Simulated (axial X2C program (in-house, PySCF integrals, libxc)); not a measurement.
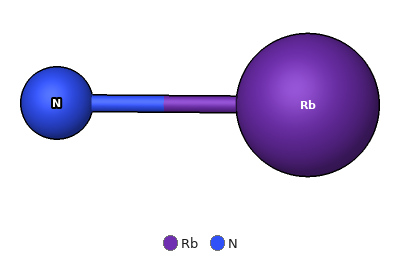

**Figure 1.** The molecule at the reference distance of 2.766 Å.

# Relativistic diatomic calculation, with input and output: RbN⁻

System: RbN⁻, single determinant with Ω = 3/2.
Method: HF, two-component X2C with atomic mean-field Coulomb and Gaunt terms, Rb dyall-acv3z, N dyall-av3z (cores contracted) (axial X2C program (in-house, PySCF integrals, libxc)).

## Summary

- outcome: converged
- bond length rₑ: 2.812 Å
- ωₑ: 231.6 cm⁻¹
- energy at the minimum: −3032.49027 hartree
- depth below the fragments: −0.25 eV
- hardware: 1 thread of AMD EPYC (Zen 4), 24 GiB of memory available, shared host
- wall time: 3.4 s
- peak memory: 0.99 GiB

## Notes

Hartree–Fock lacks correlation, so it usually binds too weakly. Limits: 7 of the 10 points asked for were kept.

## The input
```
{"zs": [37, 7], "q": -1, "bas": ["dyall-acv3z", "dyall-av3z"], "levels": ["PBE0", "HF", "BP86"], "cc": true, "r0": 2.62, "thr": -2.0, "nmax": 90, "npts": 10, "nst": 2, "ntry": 6}
```

The line is the task of a batch: nuclear charges, charge, bases, the levels to run, a first guess of the distance and further settings. This report covers HF with spin-orbit coupling. The log is that of the reference distance 2.766 Å.

Launched within a batch (the task file carries these settings):
```bash
python <driver script> task.json out
```

## Output
```
two-component X2C + atomic mean field  HF
basis functions 194  fitting functions 1006  grid points 5084
iter        total energy     max residual
   1      -3032.468194074     2.58e-01
   2      -3032.488511516     7.57e-03
   3      -3032.489801135     1.02e-02
   4      -3032.490082480     3.46e-03
   5      -3032.490145286     5.82e-04
   6      -3032.490165859     1.11e-03
   7      -3032.490171325     4.19e-04
   8      -3032.490172693     7.60e-05
   9      -3032.490173000     1.07e-04
  10      -3032.490173125     4.91e-05
  11      -3032.490173192     2.07e-05
  12      -3032.490173217     2.36e-05
  13      -3032.490173224     9.40e-06
  14      -3032.490173227     4.88e-06
  15      -3032.490173228     5.57e-06
  16      -3032.490173228     3.78e-06
  17      -3032.490173229     2.81e-06
converged
one-electron -4309.17680733  Coulomb 1334.81169383  exact exchange -106.46212399  xc functional 0.00000000  nuclear repulsion 49.55057760  atomic mean-field constant -1.21351334
correlated 15  virtual 279  natural virtual 90  E(MP2) -0.345584942  MP2 remainder -0.020672913
iter   CCSD correlation   residual
   1     -0.348474385   9.09e-02
   2     -0.355571939   3.34e-02
   3     -0.356729116   1.44e-02
   4     -0.356764102   6.83e-03
   5     -0.356792963   3.13e-03
   6     -0.356828054   1.43e-03
   7     -0.356829292   4.78e-04
   8     -0.356832145   1.68e-04
   9     -0.356830327   5.93e-05
  10     -0.356829679   2.44e-05
  11     -0.356829376   1.15e-05
  12     -0.356829324   5.58e-06
  13     -0.356829304   3.08e-06
(T) -0.010857891800528461  T1 0.0170  D1 0.0425  max T2 0.050
```

## The points of the curve

```
R (Å)   E (hartree)  dipole (D; origin at the first atom, positive when the second is positive)  highest filled (eV)  lowest empty (eV)
2.517  −3032.484651                                                                        4.24                −0.29               1.28
2.600  −3032.487673                                                                        3.38                −0.32               1.29
2.683  −3032.489409                                                                        2.57                −0.36               1.29
2.766  −3032.490173                                                                        1.82                −0.39               1.30
2.863  −3032.490169                                                                        1.00                −0.43               1.30
2.960  −3032.489496                                                                        0.27                −0.46               1.30
3.084  −3032.488049                                                                       −0.45                −0.50               1.30
```

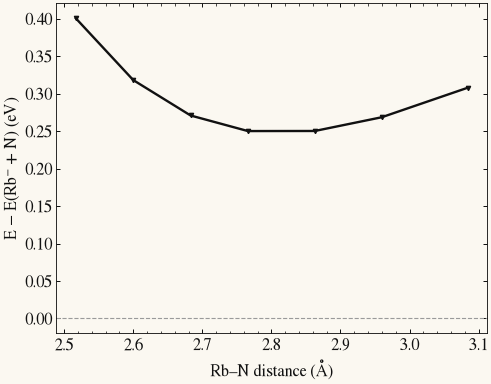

**Figure 2.** Energy at 7 bond lengths, for one set of occupations held fixed; the line joins the points. A polynomial of degree 5 through 7 points gives rₑ = 2.812 Å, ωₑ = 231.6 cm⁻¹, ωₑxₑ = 2.9 cm⁻¹ and Bₑ = 0.1773 cm⁻¹. The whole curve lies above Rb⁻ + N, so the molecule isn't bound against them at this level.

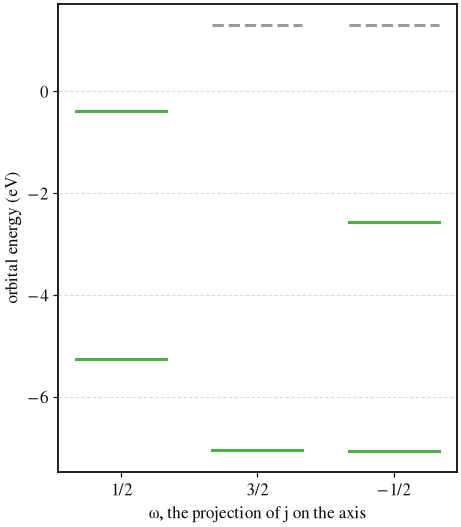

**Figure 3.** Orbital energies near the frontier at 2.77 Å, filled (solid) and empty (dashed). The highest filled spinor (1/2; 68 % Rb s, 30 % Rb p) lies at −0.39 eV, the lowest empty one (−1/2; 100 % Rb p) at 1.30 eV.
